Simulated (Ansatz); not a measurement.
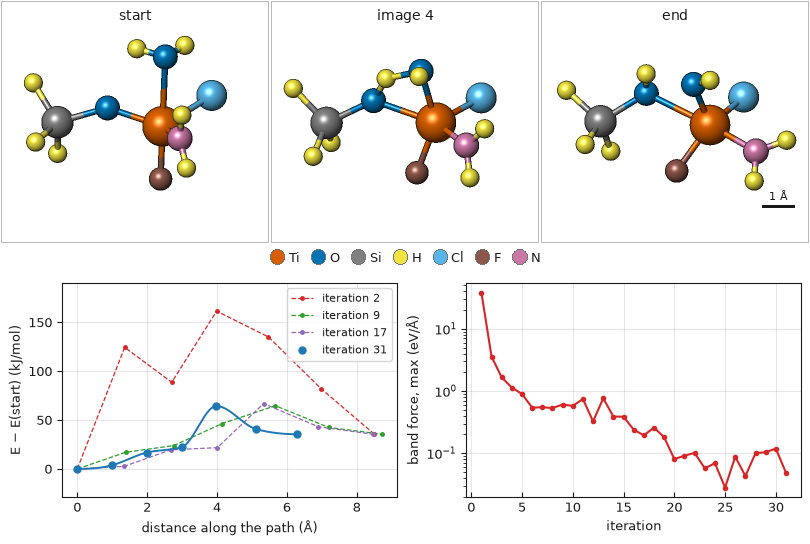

NEB run on TiSiNH₇O₂ClF, made up at the start of TiSiNH₅OClF and H2O. Images are numbered from 0 (start) to 6 (end). The plot follows the band through its iterations. Style: ball-and-stick. Shown at a tilt.

These are results of RKS PBE/def2-SVP in Ansatz 0.2.0, not measurements. Run with 5 movable images; climbing image; force threshold 0.05 eV/Å; iteration limit 60; starting path through a guess of the saddle point.

How did the profile develop, and is the result final?

Answer. The result is final at these settings. The band converged in 31 iterations. The largest component of the band force went from 38 to 0.048 eV/Å. The climbing image converged on the top of the path. Its vibrational analysis gives one imaginary mode (614i cm⁻¹), as a transition state must have. The first iteration put the highest image at 1153.4 kJ/mol. The energy climbs by 64.4 kJ/mol to image 4 and then falls by 28.8 kJ/mol, so the end point sits at +35.6 kJ/mol.
